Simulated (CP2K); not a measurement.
# CH7AlSeSi (SMILES [CH3][AlH][SiH2][SeH]) at GFN2-xTB

What is the energy change on altering one bond length of CH7AlSeSi at GFN2-xTB? 

The calculation is run with CP2K 2026.2.

1 further run of the same task is left out (set aside as unsound or not needed).

## 1. The molecule

CH7AlSeSi: 11 atoms, total charge 0, spin state singlet. As SMILES, `[CH3][AlH][SiH2][SeH]`. The shape comes from a force field and isn't a relaxed structure. This is one conformer, not always the lowest.

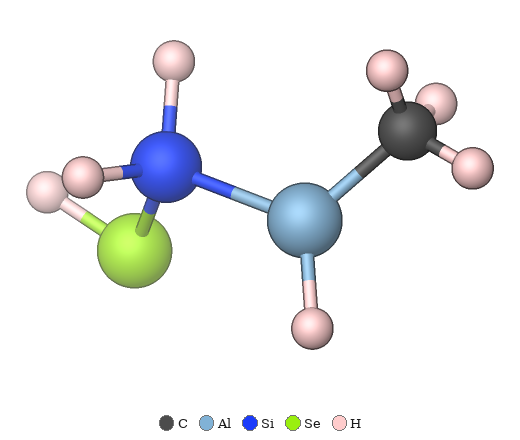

Viewed from a chosen angle; carbon dark grey, aluminium light blue, silicon blue, selenium green, hydrogen pink.

## 2. Energy and gradient at GFN2-xTB

molecule.inp reads:

```
&global
    project_name molecule
    run_type ENERGY_FORCE
    print_level MEDIUM
&end global
&force_eval
    method QS
    &dft
        charge 0
        multiplicity 1
        &qs
            method XTB
            eps_default 1.0E-10
            &xtb
                gfn_type TBLITE
                &tblite
                    method GFN2
                &end tblite
                check_atomic_charges F
            &end xtb
        &end qs
        &poisson
            periodic NONE
            poisson_solver ANALYTIC
        &end poisson
        &scf
            scf_guess ATOMIC
            eps_scf 1.0E-07
            max_scf 150
            added_mos 2
            &diagonalization
                algorithm STANDARD
            &end diagonalization
            &mixing
                method DIRECT_P_MIXING
                alpha 0.4
            &end mixing
            &smear ON
                method FERMI_DIRAC
                electronic_temperature [K] 300
            &end smear
        &end scf
        &print
            &moments
                periodic F
                reference COM
                max_moment 1
            &end moments
            &mo ON
                energies T
                occupation_numbers T
                ndigits 6
                &each
                    qs_scf 0
                &end each
                add_last NUMERIC
            &end mo
            &hirshfeld OFF
            &end hirshfeld
        &end print
    &end dft
    &subsys
        &cell
            abc [angstrom] 12.2 14.6 12.4
            periodic NONE
        &end cell
        &coord
            C     -0.947600     2.032200    -0.136600
            Al    -0.022200     0.531900    -0.940800
            Si     0.812600    -1.147200     0.453800
            Se    -0.029300    -3.138400    -0.080900
            H     -1.878000     1.698400     0.391800
            H     -1.328100     2.775400    -0.958900
            H     -0.296800     2.625100     0.548700
            H      0.213000     0.451400    -2.528300
            H      0.536500    -0.805300     1.909000
            H      2.305500    -1.232200     0.319500
            H      0.699900    -3.848400     1.043400
        &end coord
        &topology
            &center_coordinates
            &end center_coordinates
        &end topology
    &end subsys
    &print
        &forces ON
        &end forces
    &end print
&end force_eval
```

Started as:

```console
$ OMP_NUM_THREADS=1 cp2k.psmp molecule.inp > molecule.out
```

Standard output:

```text
CP2K| version string:                                       CP2K version 2026.2
[...]
 GLOBAL| Method name                                                        CP2K
[...]
 GLOBAL| Run type                                                   ENERGY_FORCE
[...]
                             - Atoms:                                         11
[...]
                             - Spherical basis functions:                     38
[...]
 Number of electrons:                                                         24
[...]
  *** SCF run converged in    21 steps ***
[...]
  Fermi energy:                                                -0.26703394377296
[...]
 TB_DIPOLE| Moment [Debye]          0.71465030       2.53658597       1.90548827
 TB_DIPOLE| Derivative [a.u.]       0.00000000       0.00000000       0.00000000
[...]
 ENERGY| Total FORCE_EVAL ( QS ) energy [hartree]            -11.658910751607841
 FORCES| Atomic forces [hartree/bohr]
 FORCES|   Atom     x               y               z               |f|
 FORCES|      1 -1.92218031E-02  2.65854905E-02 -1.37391791E-02   3.55672751E-02
 FORCES|      2 -1.94041227E-03  1.00534610E-02 -2.59255378E-02   2.78741958E-02
 FORCES|      3  1.88783498E-02  1.22562357E-02  1.65785686E-02   2.79545406E-02
 FORCES|      4  4.06653223E-03 -2.72220845E-02  1.48770422E-02   3.12874568E-02
 FORCES|      5  1.24730659E-02  8.20780440E-03 -1.04485191E-03   1.49678703E-02
 FORCES|      6  1.12561789E-02 -1.89136245E-02  2.38889675E-02   3.24824495E-02
 FORCES|      7 -1.22025534E-02 -5.23599246E-03 -4.35473892E-03   1.39743221E-02
 FORCES|      8 -1.32364037E-03 -6.15434901E-04  7.57000099E-03   7.70945516E-03
 FORCES|      9  2.86059797E-03 -6.94959317E-03 -8.20663370E-03   1.11278346E-02
 FORCES|     10 -4.86420448E-03 -4.13500092E-03  5.17358637E-03   8.21734226E-03
 FORCES|     11 -9.98211118E-03  5.96873890E-03 -1.48172242E-02   1.88366271E-02
 FORCES| Sum     1.73472348E-17  1.75207071E-16 -1.21430643E-17
 FORCES| Total atomic force                                       1.76482006E-16
[...]
```

Wall time 0.94 s (1 thread of Intel Xeon 6975P-C (Granite Rapids), shared host); peak memory 0.19 GiB.

## 3. The distorted shape

molecule.inp reads:

```
&GLOBAL
  PROJECT molecule
  RUN_TYPE ENERGY_FORCE
  PRINT_LEVEL MEDIUM
&END GLOBAL

&FORCE_EVAL
  METHOD QUICKSTEP
  &DFT
    &QS
      METHOD XTB
      EPS_DEFAULT 1.0E-10
      &XTB
        GFN_TYPE TBLITE
        &TBLITE
          METHOD GFN2
        &END TBLITE
        CHECK_ATOMIC_CHARGES F
      &END XTB
    &END QS
    &POISSON
      PERIODIC NONE
      POISSON_SOLVER ANALYTIC
    &END POISSON
    &SCF
      SCF_GUESS ATOMIC
      EPS_SCF 1.0E-07
      MAX_SCF 150
      ADDED_MOS 2
      &DIAGONALIZATION
        ALGORITHM STANDARD
      &END DIAGONALIZATION
      &MIXING
        METHOD DIRECT_P_MIXING
        ALPHA 0.4
      &END MIXING
      &SMEAR ON
        METHOD FERMI_DIRAC
        ELECTRONIC_TEMPERATURE [K] 300
      &END SMEAR
    &END SCF
    ! extra output
    &PRINT
      &MOMENTS
        PERIODIC F
        REFERENCE COM
        MAX_MOMENT 1
      &END MOMENTS
      &MO ON
        ENERGIES T
        OCCUPATION_NUMBERS T
        NDIGITS 6
        &EACH
          QS_SCF 0
        &END EACH
        ADD_LAST NUMERIC
      &END MO
      &HIRSHFELD OFF
      &END HIRSHFELD
    &END PRINT
  &END DFT
  &SUBSYS
    &CELL
      ABC 12.2 14.7 12.4
      PERIODIC NONE
    &END CELL
    &COORD
      C     -1.020525     2.103205    -0.249037
      Al    -0.095125     0.602905    -1.053237
      Si     0.739675    -1.076195     0.341363
      Se    -0.102225    -3.067395    -0.193337
      H     -1.950925     1.769405     0.279363
      H     -1.401025     2.846405    -1.071337
      H     -0.369725     2.696105     0.436263
      H      0.140075     0.522405    -2.640737
      H      0.463575    -0.734295     1.796563
      H      2.232575    -1.161195     0.207063
      H      0.699900    -3.848400     1.043400
    &END COORD
    &TOPOLOGY
      &CENTER_COORDINATES
      &END CENTER_COORDINATES
    &END TOPOLOGY
  &END SUBSYS
  ! extra output
  &PRINT
    &FORCES ON
    &END FORCES
  &END PRINT
&END FORCE_EVAL
```

Started as:

```console
$ OMP_NUM_THREADS=1 cp2k.psmp -i molecule.inp -o molecule.out
```

Standard output:

```text
CP2K| version string:                                       CP2K version 2026.2
[...]
 GLOBAL| Method name                                                        CP2K
[...]
 GLOBAL| Run type                                                   ENERGY_FORCE
[...]
                             - Atoms:                                         11
[...]
                             - Spherical basis functions:                     38
[...]
 Number of electrons:                                                         24
[...]
  *** SCF run converged in    20 steps ***
[...]
  Fermi energy:                                                -0.28523585892669
[...]
 TB_DIPOLE| Moment [Debye]          0.58788029       2.52715276       1.75935323
 TB_DIPOLE| Derivative [a.u.]       0.00000000       0.00000000       0.00000000
[...]
 ENERGY| Total FORCE_EVAL ( QS ) energy [hartree]            -11.650776295428624
 FORCES| Atomic forces [hartree/bohr]
 FORCES|   Atom     x               y               z               |f|
 FORCES|      1 -1.92306035E-02  2.66273419E-02 -1.38366099E-02   3.56410328E-02
 FORCES|      2 -1.89114026E-03  9.74578227E-03 -2.55962140E-02   2.74540135E-02
 FORCES|      3  1.86865205E-02  9.94765848E-03  1.68994912E-02   2.70875388E-02
 FORCES|      4  1.25346944E-02 -3.36776778E-02  2.73944108E-02   4.51858195E-02
 FORCES|      5  1.24631314E-02  8.20500688E-03 -1.03387329E-03   1.49572951E-02
 FORCES|      6  1.12142701E-02 -1.88335076E-02  2.38632018E-02   3.24023651E-02
 FORCES|      7 -1.21884213E-02 -5.22857896E-03 -4.33655440E-03   1.39535428E-02
 FORCES|      8 -1.33855644E-03 -5.76659794E-04  7.43707946E-03   7.57855005E-03
 FORCES|      9  2.69257957E-03 -6.46262992E-03 -8.43010342E-03   1.09582030E-02
 FORCES|     10 -4.89134322E-03 -3.70193804E-03  4.88383344E-03   7.84100840E-03
 FORCES|     11 -1.80511312E-02  1.39552026E-02 -2.72446616E-02   3.55367782E-02
 FORCES| Sum     7.63278329E-17  1.73472348E-17  1.49186219E-16
 FORCES| Total atomic force                                       1.68473715E-16
[...]
```

Wall time 0.94 s (1 thread of Intel Xeon 6975P-C (Granite Rapids), shared host); peak memory 0.19 GiB.

## 4. Results

At GFN2-xTB:

| quantity | value |
| --- | --- |
| first shape: total energy | -11.65891 Eh |
| first shape: dipole moment (from atomic charges alone) | 3.25 D |
| first shape: HOMO energy | -9.94 eV |
| first shape: LUMO energy | -6.37 eV |
| first shape: HOMO–LUMO gap | 3.57 eV |
| first shape: largest force on an atom | 1.829 eV/Å |
| distorted shape: total energy | -11.65078 Eh |
| distorted shape: dipole moment (from atomic charges alone) | 3.13 D |
| distorted shape: HOMO energy | -9.93 eV |
| distorted shape: LUMO energy | -6.87 eV |
| distorted shape: HOMO–LUMO gap | 3.07 eV |
| distorted shape: largest force on an atom | 2.324 eV/Å |
| energy change with the Se4–H11 bond stretched from 1.517 to 1.668 Å | 0.221 eV |

In words: With the Se4–H11 bond stretched from 1.517 to 1.668 Å the energy rises by 0.22 eV (21.4 kJ/mol). The first shape isn't relaxed at this level, so the change isn't measured from a minimum. The largest force (first shape) is 1.83 eV/Å: the shape isn't a stationary point for this species at this level. The dipole (first shape) comes from point charges on the atoms alone, without atomic dipoles, so it is partial. The dipole (distorted shape) comes from point charges on the atoms alone, without atomic dipoles, so it is partial.
